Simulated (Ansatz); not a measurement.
**C₂H₉AlO₂Si (SMILES C[O][Al]([CH3])[O][SiH3]): density, localisation and related maps**

Input

```
crystal:
  periodic: [false, false, false]
  atoms:
    - {symbol: C, position_ang: [-3.222578, -0.621633, 1.040833]}
    - {symbol: C, position_ang: [0.037396, -2.126267, -1.696705]}
    - {symbol: Al, position_ang: [-1.030307, -0.771332, -0.823297]}
    - {symbol: O, position_ang: [-2.265110, -1.230637, 0.242131]}
    - {symbol: O, position_ang: [-0.771900, 0.889162, -1.089463]}
    - {symbol: Si, position_ang: [-0.553218, 2.497690, -1.332069]}
    - {symbol: H, position_ang: [-4.239046, -0.934347, 0.741098]}
    - {symbol: H, position_ang: [-3.091227, -0.911409, 2.098919]}
    - {symbol: H, position_ang: [-3.187095, 0.483344, 0.991702]}
    - {symbol: H, position_ang: [1.102333, -2.020998, -1.432414]}
    - {symbol: H, position_ang: [-0.286827, -3.139382, -1.415587]}
    - {symbol: H, position_ang: [-0.027885, -2.035646, -2.793224]}
    - {symbol: H, position_ang: [0.176856, 3.106589, -0.177322]}
    - {symbol: H, position_ang: [0.244216, 2.739951, -2.574204]}
    - {symbol: H, position_ang: [-1.870183, 3.192371, -1.477996]}
basis:
  gaussian:
    orbitals: def2-SVPD
hamiltonian:
  xc: {name: PBE0}
output:
  forces: true
  orbitals: {seedname: orbitals}
```

Launched as:

```sh
ansatz run input.yaml --threads 4 --pin off --max-ram 7830MiB --events-out events.jsonl --progress --plain --runs-dir runs
```

Geometry: PBE0-D3(BJ)/def2-SVP.

All numbers below come from Ansatz, isolated molecule in a Gaussian basis; Kohn-Sham density functional theory, functional PBE0.

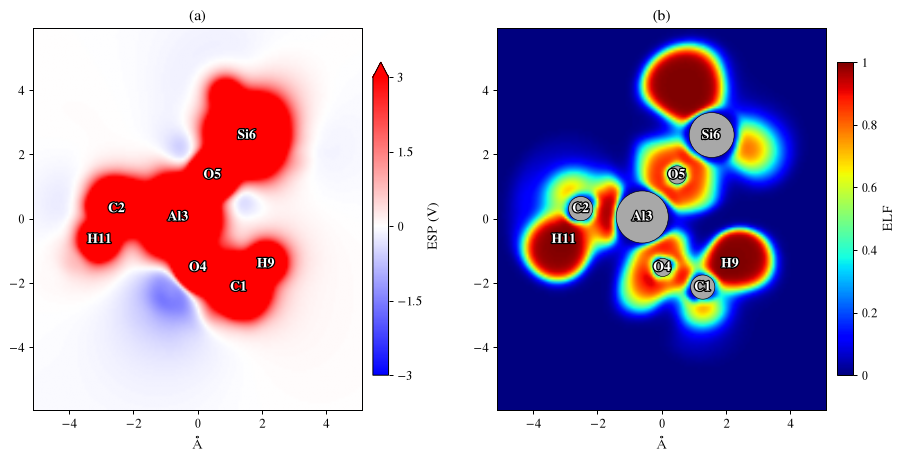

Figure 1. (a) molecular electrostatic potential; (b) ELF on the plane of atoms C1, O4 and Al3. Grey discs cover the atomic cores in the ELF map.

Q: What does the map show?

A: The section cuts through C, Al, O, Si and H sites.
C–O (1.39 Å): the ELF peaks at about 0.90 between the atoms; a polar covalent bond.
Si–O (1.64 Å): the ELF peaks at about 0.85 between the atoms: a shared but strongly polarised pair.
Al–O (1.69 Å): the ELF peaks at about 0.85 in the valence shell of O, 0.6 Å from its nucleus, and is about 0.35 at the midpoint.
C–Al (1.93 Å): the ELF peaks at about 0.95 between the atoms; a shared but strongly polarised pair.
C–H (1.10 Å): the ELF climbs to about 1 towards the hydrogen, as it does in any bond to H; an ordinary covalent bond to hydrogen.
The ELF also peaks beside O4, away from the bonds: lone-pair regions.
Outside the dense part of the molecule the potential is most negative (−1.6 V) near O4.

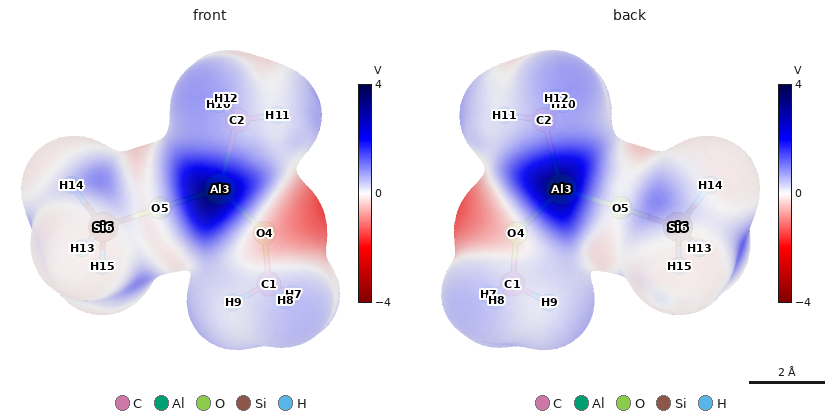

Figure 2. The electrostatic potential painted on the density surface at 0.002 e/bohr³, seen from the front and from behind; red is negative and blue positive.

Q: Which sites attract a positive test charge, and which a negative one?

A: A positive charge is drawn to the negative regions and a negative charge to the positive ones. The most negative region (about −1.3 V) lies over O4, the most positive (about +3.3 V) over Al3. O4 is the likeliest acceptor of a hydrogen bond.

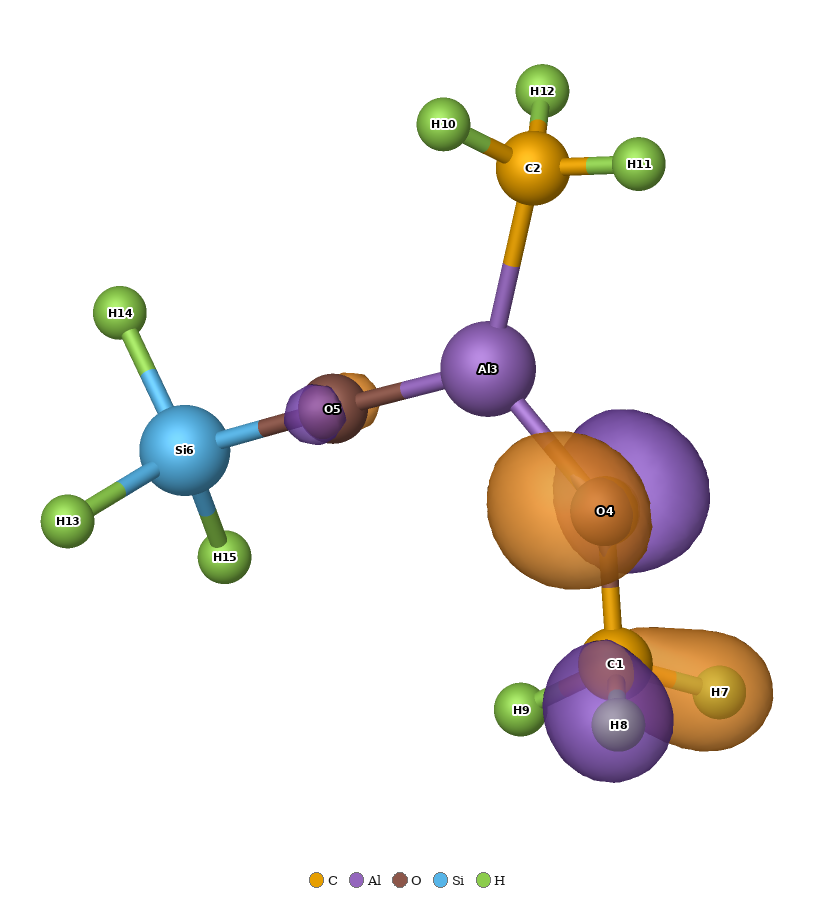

Figure 3. One frontier orbital at ±0.2 Å⁻³ᐟ² (orange and purple are the two phases), seen at a tilt.

Q: Which orbital is it: HOMO or LUMO?

A: The HOMO, at −8.07 eV. By Hirshfeld shares it lies mainly on O4 (about 55 %), C1 (about 15 %), H7 (about 10 %) and H8 (about 10 %).
